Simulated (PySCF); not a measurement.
# CH3BClFSe (SMILES C[Se]B(F)Cl): HF/cc-pVDZ (density fitting with def2-universal-jkfit)

Wanted: a geometry optimisation of CH3BClFSe. The job is set up through a Python script.

The results are computed with PySCF 2.14.0.

2 further runs of the same task are left out: 2 set aside as unsound or not needed.

## Step 1: The molecule

CH3BClFSe has 8 atoms, charge 0, and is taken as a singlet. As SMILES, `C[Se]B(F)Cl`. Geometry: relaxed at PBE0-D4/def2-TZVP. This is one conformer, not always the lowest. The run starts from this shape.

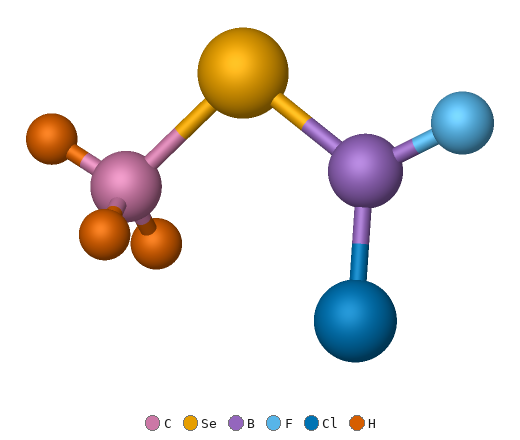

The structure, seen from a chosen angle (carbon pink, selenium amber, boron purple, fluorine blue, chlorine blue, hydrogen orange).

## Step 2: A geometry optimisation at HF/cc-pVDZ (density fitting with def2-universal-jkfit)

File job.py:

```python
from pyscf import gto, scf
from pyscf.geomopt.geometric_solver import kernel as optimise

system = gto.Mole()
system.atom = [
    ('C', (-0.840500, 0.869800, -0.530900)),
    ('Se', (-0.666200, -0.129700, 1.132000)),
    ('B', (0.963300, -1.096500, 0.786400)),
    ('F', (1.413400, -1.908400, 1.723900)),
    ('Cl', (1.881300, -0.959000, -0.701600)),
    ('H', (-1.750300, 1.459700, -0.436800)),
    ('H', (0.017300, 1.524600, -0.660400)),
    ('H', (-0.926100, 0.182400, -1.368300)),
]
system.max_memory = 1860
system.verbose = 3
system.basis = 'cc-pvdz'
system.charge = 0
system.build()

myscf = scf.RHF(system)
myscf = myscf.density_fit(auxbasis='def2-universal-jkfit')
myscf.conv_tol = 1e-10
converged, mol_eq = optimise(myscf, maxsteps=60, convergence_set='GAU_TIGHT')
print('converged:', converged)
print(mol_eq.tostring())

myscf.reset(mol_eq)
system = mol_eq
myscf.kernel()
if not myscf.converged:
    myscf = myscf.newton().run(myscf.mo_coeff, myscf.mo_occ)
e_final = myscf.e_tot
print('Final energy', e_final)
```

On the command line:

```sh
$ OMP_NUM_THREADS=1 python job.py
```

Q: Predict the results. Wanted: total energy at the end; dipole moment; HOMO energy; LUMO energy; HOMO–LUMO gap.

Answer, from the run:

At HF/cc-pVDZ (density fitting with def2-universal-jkfit):

| quantity | value |
| --- | --- |
| total energy at the end | -3023.18716 Eh |
| dipole moment | 2.21 D |
| HOMO energy | -9.81 eV |
| LUMO energy | 3.27 eV |
| HOMO–LUMO gap | 13.08 eV |

**Reading.** At the final geometry: Bond lengths: C1–Se2 1.957 Å, Se2–B3 1.934 Å, B3–F4 1.320 Å, B3–Cl5 1.767 Å, C1–H6 1.088 Å, C1–H7 1.086 Å, C1–H8 1.086 Å. Angles: C1–Se2–B3 101.7°, Se2–B3–F4 117.7°, Se2–B3–Cl5 124.9°, F4–B3–Cl5 117.3°, Se2–C1–H6 106.0°, Se2–C1–H7 110.2°, Se2–C1–H8 110.2°, H6–C1–H7 109.9°, H6–C1–H8 109.9°, H7–C1–H8 110.6°. The optimisation took 7 steps and changed the energy by -0.010 eV. Mulliken charges run from -0.20 on C1 to +0.39 on B3; they depend strongly on the basis.
